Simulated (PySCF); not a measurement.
Input

```
{"job": {"kind": "nmr", "xc": "PBE0", "basis": "pcSseg-1"}, "charge": 0, "multiplicity": 1}
C     -1.014240     0.320361    -3.401889
C     -0.546076     0.009562    -2.344127
C     -0.036887    -0.378986    -1.049388
C     -0.931116    -1.463768    -0.506444
C     -1.684534    -1.330501     0.580971
Si    -1.598208     0.282889     1.558786
Si     0.037908     1.120435     0.177168
O      1.521161     1.155141     0.858864
Si     2.778992     0.535030     1.669030
H     -1.402000     0.600081    -4.335350
H      0.969092    -0.791598    -1.199474
H     -0.947588    -2.376682    -1.094778
H     -2.314370    -2.156624     0.883854
H     -1.296153    -0.003573     2.970866
H     -2.899224     0.966571     1.533707
H      0.022076     2.383618    -0.560346
H      3.302985    -0.602566     0.911674
H      3.733501     1.635812     1.747248
H      2.294878     0.104047     2.980437
```

Run with:

```sh
OMP_NUM_THREADS=1 python probes_run.py task.json out
```

Geometry: GFN2-xTB.

Method: PySCF 2.14.0, PBE0/pcSseg-1, SCF density, gas phase, non-relativistic.

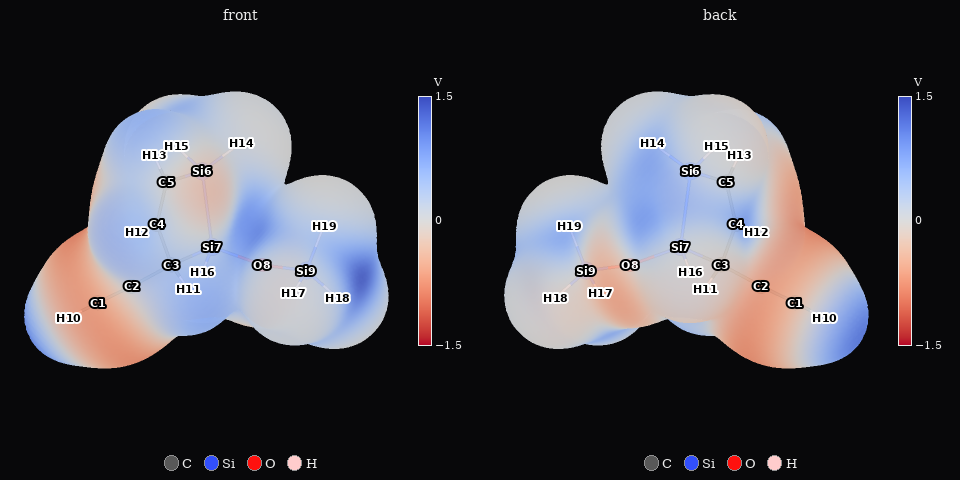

C5H10OSi3. The electrostatic potential painted on the density surface at 0.001 e/bohr³, seen from the front and from behind; the colour scale runs from red (negative) to blue (positive).

Q: Which sites attract a positive test charge, and which a negative one?

A: A positive charge is drawn to the negative regions and a negative charge to the positive ones. The most negative region (about −0.8 V) lies over C1 and C2, the most positive (about +1.2 V) over Si9.
